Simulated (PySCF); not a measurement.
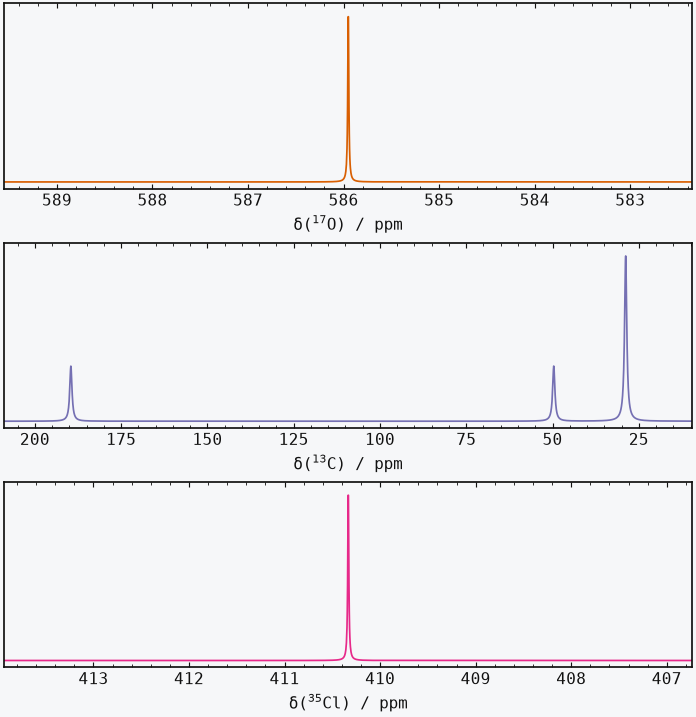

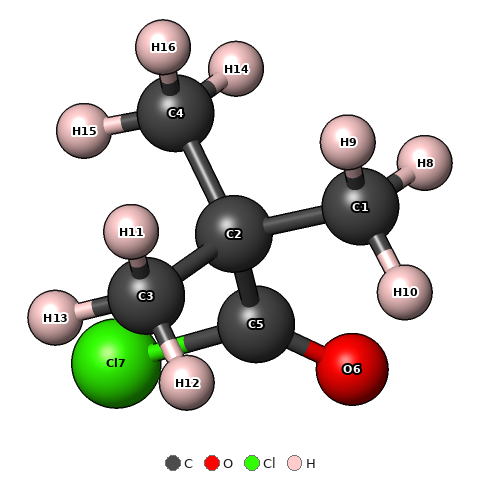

Spectrum and numbered structure of C₅H₉ClO (pivaloyl chloride), SMILES CC(C)(C)C(=O)Cl. GIAO shifts, PBE0/pcSseg-1, PySCF, at a PBE0-D3(BJ)/def2-SVP geometry (no frequency check), against H₂O for ¹⁷O, TMS for ¹³C and HCl for ³⁵Cl computed at the same level (¹⁷O: a single water molecule, while the usual scale starts at liquid water and gives values some tens of ppm lower; Cl: the usual scale starts at aqueous chloride instead). Gas phase, fully decoupled, line heights follow the number of nuclei, widths are arbitrary (no quadrupolar broadening); values of one conformer, averaged over nuclei that symmetry or rotation about single bonds exchange, these motions taken as fast.

### Where does the ¹⁷O line lie?

At 586.0 ppm (O6).

### Which ¹³C nuclei are the least shielded, and which the most?

Least shielded: C5 at 189.6 ppm. Most shielded: C1, C3 and C4 at 28.8 ppm.

### Where does the ³⁵Cl line lie?

At 410.3 ppm (Cl7).
